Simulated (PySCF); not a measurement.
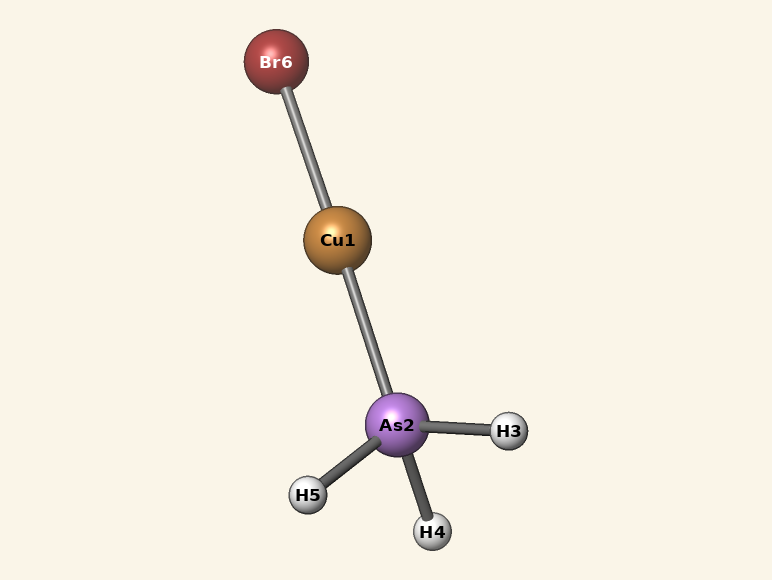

The species is neutral and a spin singlet. The geometry was computed by an optimisation with PBE0-D3(BJ)/def2-SVP. No frequency run is at hand to confirm it as a minimum. Properties computed with PBE/pcJ-1 (pcSseg-1 on As) (pcSseg-1 on Br) (pcSseg-1 on Cu) indirect spin-spin coupling, non-relativistic, gas phase (PySCF 2.14.0). Isotopes: 1H.

Give the spin–spin coupling constants of these pairs, with the number of bonds between them: H3/H4, H3/H5, H4/H5.

```csv
pair,bonds apart,J (Hz)
"H3, H4",2,−7.9
"H3, H5",2,−7.9
"H4, H5",2,−8.0
```
